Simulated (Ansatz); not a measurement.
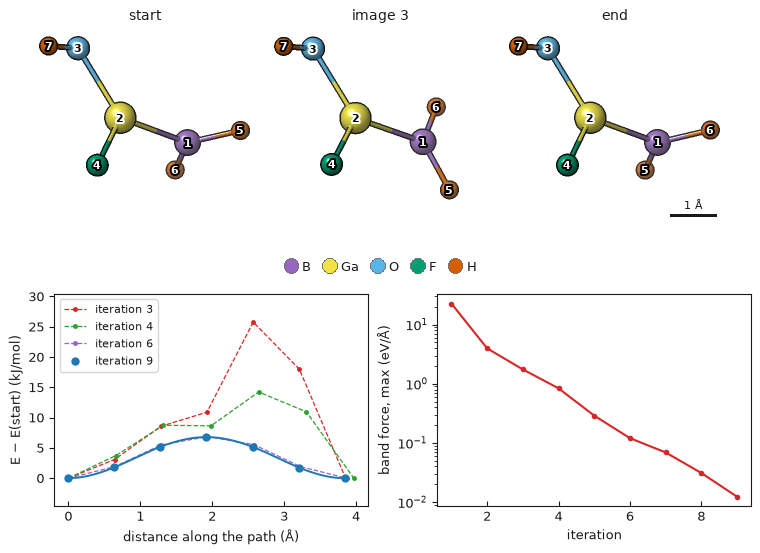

NEB run on GaBH₃OF. Images are numbered from 0 (start) to 6 (end). The plot follows the band through its iterations. Style: ball-and-stick. Shown from a free direction.

Theory: Ansatz 0.2.0, RKS r2SCAN-D4/def2-SVP. Run with 5 movable images; climbing image; force threshold 0.03 eV/Å; iteration limit 60; starting path through a guess of the saddle point.

Question: Did the band converge, and can the barrier be trusted?

Answer: The result is final at these settings. The band converged in 9 iterations. The largest component of the band force went from 23 to 0.012 eV/Å. The climbing image converged on the top of the path. Its vibrational analysis gives one imaginary mode (135i cm⁻¹), as a transition state must have. The first iteration put the highest image at 514.7 kJ/mol. The barrier is about 6.8 kJ/mol in both directions, with image 3 at the top; the ends have the same energy.
